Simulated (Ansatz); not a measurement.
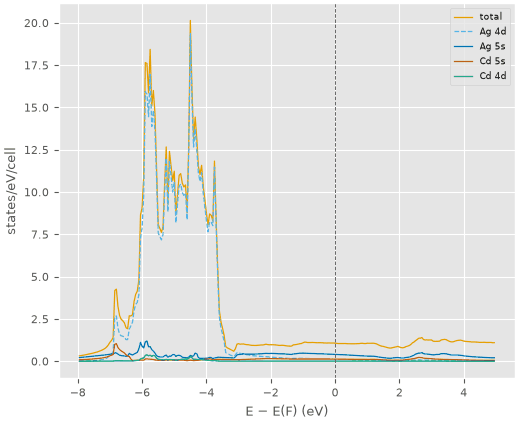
Figure. Total and projected density of states of CdAg₃ in space group I4/mmm (No. 139; Cd on 2a, Ag on 4d, Ag on 2b), r²SCAN in the plane-wave PAW code Ansatz

Which orbitals carry the states next to the Fermi level?

Within 0.5 eV of the Fermi level: Ag 5s 38 %, Cd 5s 12 %, Ag 4d 10 %, outside the projected shells 40 %. Projections are on Löwdin-orthogonalised atomic valence shells; empty p or d shells of many metals are not among them.

Where is the tallest occupied peak in this window, and what makes it?

Near -4.5 eV, about 20 states/eV per cell; the largest projected share is Ag 4d.

The first step of the workflow began from a Materials Project structure, measured or hypothetical; the Crystallography Open Database copy checked does not list it. With Cd and Ag taken as one species the cell has the higher symmetry Fm-3m, so it may be an ordered model of a mixed-site phase. Its standing as an ambient phase is unchecked. The r²SCAN relaxation kept the symmetry of its start; its stability against distortions is not shown here. No spin polarisation was allowed. Spin–orbit coupling is left out wherever it is not named.

Potentials: the later of the program's two PAW sets.
